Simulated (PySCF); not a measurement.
# SiHF3 (SMILES F[SiH](F)F) at 6 levels

We compute a comparison of 6 runs (B3LYP/6-31G*, B3LYP/def2-SVPD, CAM-B3LYP/def2-SVPD, M06-2X/def2-SVPD, r2SCAN/def2-SVPD, SCS-MP2/def2-SVPD) of SiHF3. Input form: a Python script.

Program for the calculation: PySCF 2.14.0.

2 further runs of the same task are left out: 2 set aside as unsound or not needed.

## 1. The system as given

SiHF3: 5 atoms, total charge 0, spin state singlet. As SMILES, `F[SiH](F)F`. The Si2–F4 distance was set to 3.460 Å, away from the relaxed value. At this shape a bond of the SMILES string is far longer than usual.

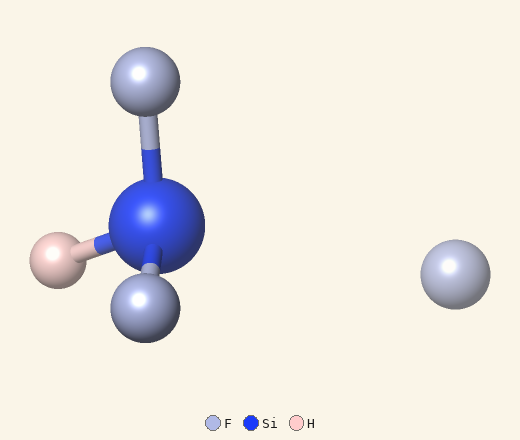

Viewed from a chosen angle; fluorine light blue, silicon blue, hydrogen pink.

## 2. A single-point energy at B3LYP/6-31G(d) (spherical functions) (run 1)

The input, run.py:

```python
from pyscf import gto, dft

molecule = gto.M(
    atom='''
F      0.371955     2.713312     4.553851
Si     1.293763     2.871860     1.732301
F      0.088496     5.290143     0.493774
F     -0.937115    -2.387291    -1.449798
H      4.050307     2.986567     1.612681
''',
    charge=0,
    max_memory=1860,
    verbose=4,
    basis='6-31g*',
    unit='bohr',
)

mf = dft.RKS(molecule, xc='b3lyp')
mf.conv_tol = 1e-10
mf.grids.level = 5
mf.kernel()
if not mf.converged:
    mf = mf.newton().run(mf.mo_coeff, mf.mo_occ)

energy = mf.e_tot
print('E(%s) = %.9f' % ('B3LYP', energy))
```

On the command line:

```console
$ OMP_NUM_THREADS=1 python run.py
```

The log of the run:

```text
PySCF version 2.14.0

[... 60 lines left out ...]
WARN: HOMO -0.144476490248132 == LUMO -0.144458436919896
[... 30 lines left out ...]
converged SCF energy = -589.537600112492
E(B3LYP) = -589.537600112
```

It took 15 s on 1 thread of Arm Neoverse V1, shared host; peak memory 0.33 GiB.

## 3. The energy at B3LYP/def2-SVPD (run 2)

The input, run.py:

```python
from pyscf import gto, dft

mol = gto.M(
    atom='''
F        0.196830       1.435823       2.409794
Si       0.684630       1.519723       0.916694
F        0.046830       2.799423       0.261294
F       -0.495900      -1.263300      -0.767200
H        2.143330       1.580423       0.853394
''',
    verbose=4,
    charge=0,
    max_memory=1860,
    spin=0,
    basis='def2-svpd',
)

mf = dft.RKS(mol, xc='b3lyp')
mf.grids.level = 5
mf.conv_tol = 1e-10
mf.kernel()
if not mf.converged:
    mf = mf.newton().run(mf.mo_coeff, mf.mo_occ)

energy = mf.e_tot
print('E(%s) = %.9f' % ('B3LYP', energy))
```

On the command line:

```console
$ OMP_NUM_THREADS=1 python run.py
```

The log of the run:

```text
PySCF version 2.14.0

[... 60 lines left out ...]
WARN: HOMO -0.17049913881919 == LUMO -0.170057879351213
[... 38 lines left out ...]
converged SCF energy = -589.291213421945
E(B3LYP) = -589.291213422
```

Run time: 31 s. Hardware: 1 thread of Arm Neoverse V1, shared host; peak memory 0.51 GiB.

Runs 3 to 5 aren't shown in full; the table further down has their settings and results.

## 4. The energy at SCS-MP2/def2-SVPD (run 6)

The input, input.xyz:

```xyz
5
F3HSi
F      0.196830     1.435823     2.409794
Si     0.684630     1.519723     0.916694
F      0.046830     2.799423     0.261294
F     -0.495900    -1.263300    -0.767200
H      2.143330     1.580423     0.853394
```

The input, run.py:

```python
from pyscf import gto, mp

molecule = gto.M(
    atom='input.xyz',
    charge=0,
    basis='def2-svpd',
    max_memory=1860,
    verbose=3,
    spin=0,
)

myscf = molecule.RHF()
myscf.conv_tol = 1e-10
myscf.kernel()
if not myscf.converged:
    myscf = myscf.newton().run(myscf.mo_coeff, myscf.mo_occ)

pt = mp.MP2(myscf, frozen=8).run()
e_tot = myscf.e_tot + 1.2 * pt.e_corr_os + pt.e_corr_ss / 3
print('E(%s) = %.9f' % ('SCS-MP2', e_tot))
```

On the command line:

```console
$ OMP_NUM_THREADS=1 python run.py
```

The log of the run:

```text
converged SCF energy = -587.421319147478
E(RMP2) = -588.141387974392  E_corr = -0.72006882691353
E(SCS-RMP2) = -588.11700861269  E_corr = -0.69568946521221
E(SCS-MP2) = -588.117008613
```

Wall time 2.8 s (1 thread of Arm Neoverse V1, shared host); peak memory 0.27 GiB.

## 5. The series

| run | level | integration grid | frozen core orbitals | energy (Eh) | dipole moment (D) of the reference | HOMO energy (eV) | LUMO energy (eV) | wall time |
| --- | --- | --- | --- | --- | --- | --- | --- | --- |
| 1 | B3LYP/6-31G* (spherical functions) | 5 | – | -589.537600 | 5.92 | -7.21 | -5.26 | 15 s |
| 2 | B3LYP/def2-SVPD | 5 | – | -589.291213 | 7.64 | -8.02 | -5.98 | 31 s |
| 3 | CAM-B3LYP/def2-SVPD | 5 | – | -589.199367 | 8.38 | -9.35 | -4.88 | 34 s |
| 4 | M06-2X/def2-SVPD | 5 | – | -589.126254 | 8.48 | -9.10 | -5.07 | 50 s |
| 5 | r2SCAN/def2-SVPD | 5 | – | -589.119807 | 7.27 | -6.81 | -6.30 | 59 s |
| 6 | SCS-MP2/def2-SVPD | – | 8 | -588.117009 | 10.93 | -10.66 | -3.09 | 2.8 s |

## 6. Results

```
                                          quantity          value
                               run 6: total energy  -588.11701 Eh
       run 6: dipole moment (Hartree–Fock density)        10.93 D
        run 6: HOMO energy (Hartree–Fock orbitals)      -10.66 eV
        run 6: LUMO energy (Hartree–Fock orbitals)       -3.09 eV
      run 6: HOMO–LUMO gap (Hartree–Fock orbitals)        7.57 eV
run 6: correlation energy (8 core orbitals frozen)     -695.7 mEh
```

Over runs 1, 2, 3, 4, 5 the dipole moment (its size) runs from 5.92 D (B3LYP/6-31G*) to 8.48 D (M06-2X/def2-SVPD). The two ends differ in method and basis. Over runs 1, 2, 3, 4, 5 the HOMO–LUMO gap runs from 0.51 eV (r2SCAN/def2-SVPD) to 4.48 eV (CAM-B3LYP/def2-SVPD). Totals of different functionals can't be ranked against each other. In runs 1, 2, 3, 4, 5, 6 a closed-shell determinant meets a far-stretched bond, which it describes badly. All runs together took 3.2 min, the longest 59 s.
